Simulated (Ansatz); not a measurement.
## Geometry relaxation, with input and output: C₃H₆O₂Si (part 2 of 2)

C₃H₆O₂Si; RKS PBE-D4/def2-SVP (Ansatz 0.2.0). The geometry: force-field start.

Geometry of the input (Å):
```
C  -1.8338  -0.8208  0.0136
C  -0.5694  -0.6207  -0.2047
O  0.0698  -1.3806  -1.1607
Si 0.5487  0.6410  0.7563
C  1.9545  1.2010  -0.2541
O  2.5195  2.2639  0.0715
H  -2.4439  -1.4951  -0.5523
H  -2.3865  -0.1699  0.7313
H  -0.5243  -1.9843  -1.5151
H  0.8978  -0.0289  2.0516
H  -0.4361  1.7575  1.1606
H  2.2806  0.5816  -1.0640
```

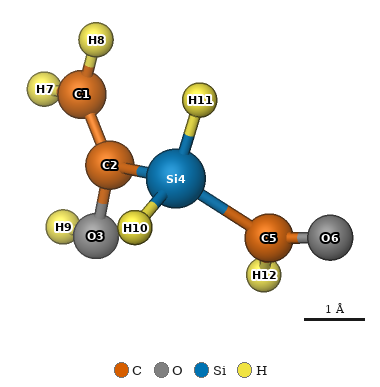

Figure 1. The geometry at step 9 of the log (ball-and-stick view, seen at a tilt; atoms are numbered from 1 in the order of the input).

Trajectory as extended XYZ, continued
```
12
Properties=species:S:1:pos:R:3:forces:R:3 step=4 energy=-15158.59601
C    -1.9255   -0.7559   -0.0462   -0.3332   0.0905   0.3221
C    -0.5893   -0.6369   -0.1784    0.2898  -0.1004  -0.1334
O     0.1675   -1.3975   -1.0365    0.1457   0.2147   0.2053
Si    0.4693    0.5979    0.8102   -0.3766  -0.3348   0.2552
C     1.9581    1.1876   -0.2311    0.1291   1.0870  -0.4406
O     2.5116    2.2451    0.0571   -0.0205  -0.5683  -0.0372
H    -2.5143   -1.5151   -0.5901    0.0188  -0.0046  -0.0968
H    -2.4768   -0.1311    0.6766    0.0619  -0.0160  -0.1229
H    -0.4266   -2.0072   -1.5112   -0.1050  -0.1513  -0.1071
H     1.0525   -0.0342    2.0420   -0.0038  -0.0856   0.0603
H    -0.3893    1.7571    1.2245    0.0610   0.0323  -0.0189
H     2.2396    0.6348   -1.1829    0.1328  -0.1637   0.1139
12
Properties=species:S:1:pos:R:3:forces:R:3 step=5 energy=-15158.64088
C    -1.9358   -0.7329   -0.0688   -0.1107   0.0097   0.0667
C    -0.5892   -0.6554   -0.1541    0.0695  -0.0204   0.0146
O     0.1883   -1.4358   -0.9702    0.0227   0.0463   0.0516
Si    0.4631    0.5787    0.8325   -0.0711  -0.1611   0.0650
C     1.9169    1.2252   -0.2675    0.0343   0.4428  -0.0738
O     2.4982    2.2552    0.0370    0.0166  -0.1679  -0.0380
H    -2.5274   -1.4514   -0.6661    0.0350  -0.0082   0.0050
H    -2.4902   -0.0891    0.6301    0.0141   0.0254  -0.0719
H    -0.3918   -2.0578   -1.4532   -0.0197  -0.0415  -0.0388
H     1.1216   -0.0691    2.0215   -0.0231  -0.0452   0.0084
H    -0.3862    1.7240    1.2966    0.0112   0.0147   0.0070
H     2.2093    0.6533   -1.2038    0.0213  -0.0948   0.0043
12
Properties=species:S:1:pos:R:3:forces:R:3 step=6 energy=-15158.65815
C    -1.9377   -0.6890   -0.1121   -0.0382   0.0013   0.0645
C    -0.5857   -0.6666   -0.1276   -0.0399  -0.0304  -0.1200
O     0.1963   -1.4948   -0.8889    0.0805  -0.0869   0.0289
Si    0.4808    0.5449    0.8589    0.0143   0.1013   0.0139
C     1.8793    1.2746   -0.2876   -0.0195  -0.0238   0.0281
O     2.4566    2.3091   -0.0067    0.0010  -0.0102  -0.0237
H    -2.5174   -1.4154   -0.7091    0.0025  -0.0109  -0.0363
H    -2.5082    0.0077    0.5170    0.0145   0.0277   0.0080
H    -0.3738   -2.1231   -1.3793   -0.0159   0.0527   0.0195
H     1.1867   -0.1494    1.9912    0.0174  -0.0391   0.0087
H    -0.3582    1.6647    1.3967   -0.0244  -0.0006   0.0278
H     2.1582    0.6819   -1.2186    0.0077   0.0189  -0.0195
12
Properties=species:S:1:pos:R:3:forces:R:3 step=7 energy=-15158.66206
C    -1.9370   -0.6620   -0.1375    0.1055   0.0208   0.0164
C    -0.5814   -0.6726   -0.1143   -0.1755  -0.0630  -0.1017
O     0.2067   -1.5372   -0.8303   -0.0185  -0.0747   0.0148
Si    0.4884    0.5297    0.8764    0.1039   0.1426  -0.0033
C     1.8565    1.2976   -0.3001   -0.1165  -0.2128   0.0741
O     2.4261    2.3382   -0.0367    0.0336   0.0937  -0.0008
H    -2.5131   -1.3837   -0.7446    0.0027  -0.0066  -0.0134
H    -2.5128    0.0677    0.4515    0.0711  -0.0258  -0.0116
H    -0.3601   -2.1608   -1.3329    0.0069   0.0935   0.0521
H     1.2307   -0.1965    1.9693   -0.0066   0.0056  -0.0294
H    -0.3516    1.6248    1.4660   -0.0017  -0.0186   0.0087
H     2.1245    0.6997   -1.2329   -0.0048   0.0451  -0.0058
12
Properties=species:S:1:pos:R:3:forces:R:3 step=8 energy=-15158.64937 accepted=F
C    -1.9219   -0.6459   -0.1649   -0.1145   0.0253  -0.0725
C    -0.5735   -0.6936   -0.1193    0.3915  -0.1203   0.2560
O     0.2009   -1.6389   -0.7539   -0.2713   0.3386  -0.0820
Si    0.4951    0.5302    0.8710   -0.0056  -0.1898   0.0539
C     1.8477    1.3068   -0.2909    0.0676   0.4688  -0.1148
O     2.3959    2.3695   -0.0376   -0.1472  -0.3477   0.0037
H    -2.5112   -1.3604   -0.7699   -0.0099  -0.0026   0.0636
H    -2.4708    0.1072    0.4169   -0.0320   0.0529  -0.0920
H    -0.4024   -2.1632   -1.3201    0.1023  -0.1445  -0.0071
H     1.2600   -0.2025    1.9418   -0.0033  -0.0156   0.0073
H    -0.3529    1.5940    1.5046    0.0002   0.0062  -0.0562
H     2.1101    0.7414   -1.2437    0.0222  -0.0712   0.0400
12
Properties=species:S:1:pos:R:3:forces:R:3 step=9 energy=-15158.66662
C    -1.9199   -0.6461   -0.1580    0.0169   0.0113  -0.0087
C    -0.5679   -0.6847   -0.1066   -0.0663   0.0268   0.0376
O     0.2155   -1.5739   -0.7924    0.0094  -0.0365  -0.0076
Si    0.4946    0.5237    0.8938    0.0164  -0.0254  -0.0091
C     1.8270    1.2947   -0.3009    0.0335   0.0044   0.0054
O     2.4051    2.3354   -0.0469   -0.0098   0.0039  -0.0038
H    -2.5023   -1.3598   -0.7690    0.0042   0.0013  -0.0050
H    -2.4833    0.1052    0.4126    0.0085  -0.0040   0.0044
H    -0.3616   -2.1654   -1.3189    0.0139   0.0109   0.0102
H     1.2543   -0.2033    1.9736   -0.0089   0.0078  -0.0231
H    -0.3499    1.6060    1.4980   -0.0132  -0.0081   0.0024
H     2.0652    0.7131   -1.2513   -0.0045   0.0076  -0.0028
12
Properties=species:S:1:pos:R:3:forces:R:3 step=10 energy=-15158.66782
C    -1.9209   -0.6333   -0.1702    0.0143   0.0139   0.0087
C    -0.5710   -0.6904   -0.0998    0.0327  -0.0079  -0.0055
O     0.2121   -1.5963   -0.7670   -0.0347  -0.0087  -0.0024
Si    0.5016    0.5140    0.8938   -0.0167  -0.0039   0.0077
C     1.8219    1.3048   -0.3026   -0.0329  -0.0403   0.0117
O     2.3692    2.3637   -0.0598    0.0222   0.0412   0.0009
H    -2.5062   -1.3435   -0.7821    0.0007  -0.0008  -0.0039
H    -2.4773    0.1299    0.3909   -0.0102   0.0013  -0.0027
H    -0.3648   -2.1819   -1.3001    0.0129   0.0025   0.0075
H     1.2762   -0.2222    1.9547    0.0020  -0.0040  -0.0019
H    -0.3433    1.5838    1.5188   -0.0041   0.0029   0.0037
H     2.0793    0.7159   -1.2426    0.0139   0.0037  -0.0239
12
Properties=species:S:1:pos:R:3:forces:R:3 step=11 energy=-15158.66830
C    -1.9158   -0.6162   -0.1871    0.0537   0.0223   0.0214
C    -0.5676   -0.6975   -0.0923    0.0029  -0.0196  -0.0122
O     0.2114   -1.6251   -0.7352   -0.0617   0.0117   0.0002
Si    0.5088    0.5018    0.9019    0.0076   0.0131   0.0108
C     1.8088    1.3138   -0.3051    0.0018   0.0980   0.0271
O     2.3371    2.3869   -0.0729   -0.0433  -0.1109  -0.0219
H    -2.5033   -1.3222   -0.8014   -0.0014  -0.0010  -0.0038
H    -2.4676    0.1642    0.3562    0.0047  -0.0193  -0.0155
H    -0.3665   -2.2046   -1.2739    0.0145   0.0011   0.0065
H     1.3007   -0.2450    1.9430   -0.0054   0.0035  -0.0038
H    -0.3351    1.5604    1.5486    0.0059  -0.0051  -0.0043
H     2.0660    0.7281   -1.2478    0.0207   0.0062  -0.0045
12
Properties=species:S:1:pos:R:3:forces:R:3 step=12 energy=-15158.66807 accepted=F
C    -1.9127   -0.6097   -0.1932    0.0373   0.0158   0.0113
C    -0.5662   -0.7020   -0.0903    0.0241  -0.0297   0.0115
O     0.2080   -1.6417   -0.7216   -0.0611   0.0412  -0.0027
Si    0.5117    0.4982    0.9019   -0.0408   0.0138  -0.0056
C     1.7976    1.3230   -0.3098    0.0976   0.0073   0.0642
O     2.3256    2.3945   -0.0727   -0.0565  -0.0418  -0.0269
H    -2.5024   -1.3123   -0.8098   -0.0023  -0.0020   0.0031
H    -2.4608    0.1760    0.3456   -0.0015  -0.0097  -0.0192
H    -0.3730   -2.2147   -1.2632    0.0119  -0.0150  -0.0023
H     1.3119   -0.2506    1.9348    0.0074   0.0077  -0.0076
H    -0.3336    1.5496    1.5587    0.0063  -0.0058  -0.0051
H     2.0708    0.7344   -1.2464   -0.0225   0.0182  -0.0207
12
Properties=species:S:1:pos:R:3:forces:R:3 step=13 energy=-15158.66865
C    -1.9126   -0.6136   -0.1886    0.0090   0.0112   0.0069
C    -0.5658   -0.7014   -0.0900   -0.0027  -0.0047  -0.0029
O     0.2070   -1.6339   -0.7306   -0.0011   0.0042   0.0014
Si    0.5107    0.4989    0.9028    0.0150  -0.0029  -0.0337
C     1.8053    1.3169   -0.3057   -0.0028   0.0156   0.0084
O     2.3325    2.3880   -0.0679   -0.0100  -0.0222  -0.0020
H    -2.5002   -1.3173   -0.8059   -0.0021  -0.0024  -0.0007
H    -2.4648    0.1681    0.3512    0.0016  -0.0020  -0.0037
H    -0.3728   -2.2110   -1.2688   -0.0018  -0.0059  -0.0017
H     1.3043   -0.2448    1.9425    0.0111  -0.0081   0.0139
H    -0.3315    1.5572    1.5470   -0.0201   0.0170   0.0151
H     2.0649    0.7377   -1.2520    0.0038   0.0001  -0.0010
12
Properties=species:S:1:pos:R:3:forces:R:3 step=14 energy=-15158.66876
C    -1.9115   -0.6112   -0.1905   -0.0033   0.0038   0.0045
C    -0.5652   -0.7037   -0.0913    0.0038  -0.0047  -0.0049
O     0.2040   -1.6409   -0.7290    0.0001  -0.0024   0.0036
Si    0.5122    0.4973    0.8995   -0.0040  -0.0025   0.0025
C     1.8048    1.3204   -0.3057    0.0015   0.0091   0.0063
O     2.3306    2.3904   -0.0602   -0.0004  -0.0057  -0.0056
H    -2.5017   -1.3157   -0.8048    0.0011   0.0032   0.0011
H    -2.4609    0.1743    0.3464   -0.0001  -0.0016  -0.0016
H    -0.3787   -2.2208   -1.2614    0.0016   0.0002  -0.0015
H     1.3100   -0.2452    1.9389   -0.0037   0.0022  -0.0034
H    -0.3343    1.5529    1.5470    0.0032  -0.0028  -0.0008
H     2.0675    0.7469   -1.2548    0.0000   0.0012  -0.0004
```

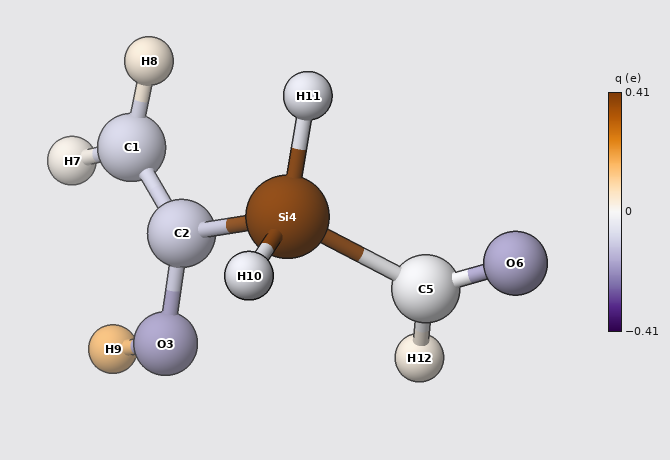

Figure 2. Mulliken charges, as the colour of each atom (ball-and-stick view, seen at a tilt; atoms are numbered from 1 in the order of the input). By element: C −0.11 to −0.01, O −0.19 to −0.17, Si +0.39 and H −0.05 to +0.17 e.

Results in brief

- outcome: converged
- total energy: −15158.6688 eV
- mean-field energy: −15158.4132 eV
- dispersion energy: −0.2556 eV
- SCF solution under orbital rotations: stable
- largest force (length of the vector) at the end: 0.011 eV/Å
- dipole moment: 3.24 D
- wall time: 19 s (CPU time 68 s)
- peak memory: 0.16 GiB
